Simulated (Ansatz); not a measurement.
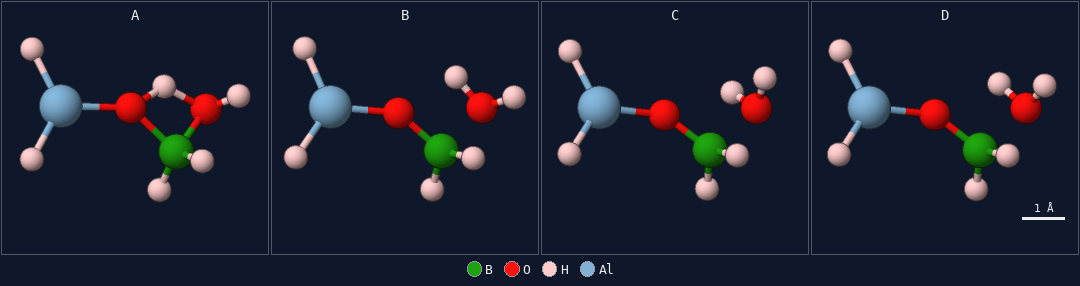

4 geometries from a converged minimum-energy path of AlBH₆O₂, shuffled. A ball-and-stick model, seen at a tilt.

The calculation used RKS PBE0/6-31G* in Ansatz 0.2.0. Set-up: 9 movable images; climbing image; force threshold 0.05 eV/Å; iteration limit 55; starting path through a guess of the saddle point.

One of them is the converged climbing image. Which?

Answer. A. In order along the path, whose images run from 0 to 10: A (image 5, +1.29 eV), B (image 7, +0.76 eV), D (image 9, +0.74 eV), C (image 10, +0.73 eV). Breaking: Al–H (1.73 → 3.57 Å), H–O (0.97 → 2.42 Å). Forming: H–O (2.29 → 0.97 Å).
